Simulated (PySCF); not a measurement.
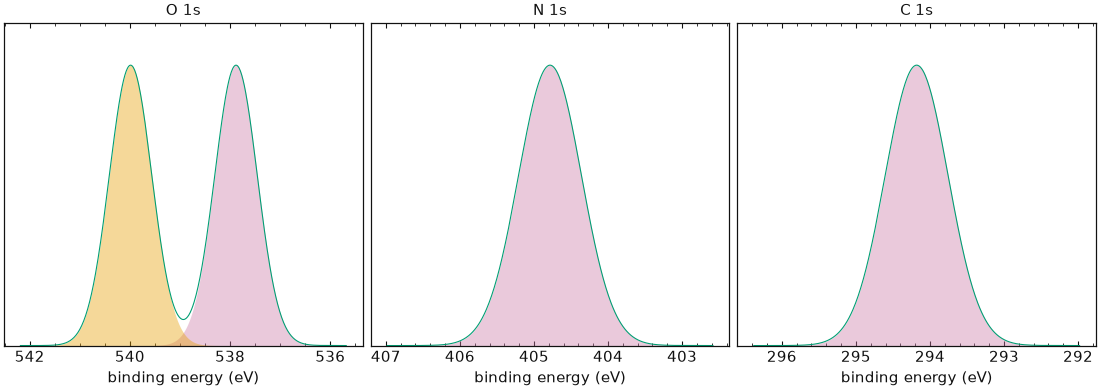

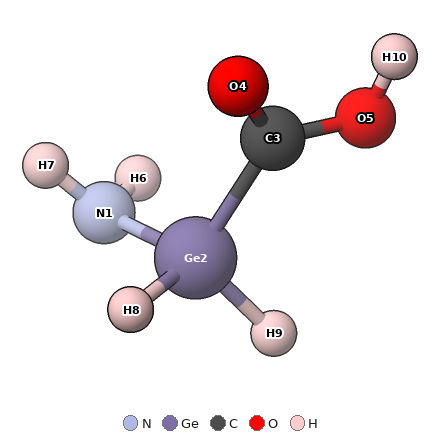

Simulated XPS of CH₅GeNO₂, SMILES [NH2][GeH2][C](=O)O, singlet. Vertical core-electron binding energies by ΔSCF (SCAN, pcX-2 on the ionised atom, pcseg-1 elsewhere, spin-free X2C; PySCF, at a PBE0-D3(BJ)/def2-SVP geometry (no frequency check)), gas phase, against the vacuum level. One atom of each kind was ionised; within a panel, areas follow the number of like atoms, each panel is scaled alone, Gaussians of 1.0 eV full width. Only the regions named are shown.

### Assign the components.

| level | atoms | binding energy (eV) |
| --- | --- | --- |
| O 1s | O5 | 540.0 |
| O 1s | O4 | 537.9 |
| N 1s | N1 | 404.8 |
| C 1s | C3 | 294.2 |

### How large is the chemical shift across the O 1s region?

2.1 eV, from O4 at 537.9 eV to O5 at 540.0 eV.

Note: one conformer of a flexible molecule.
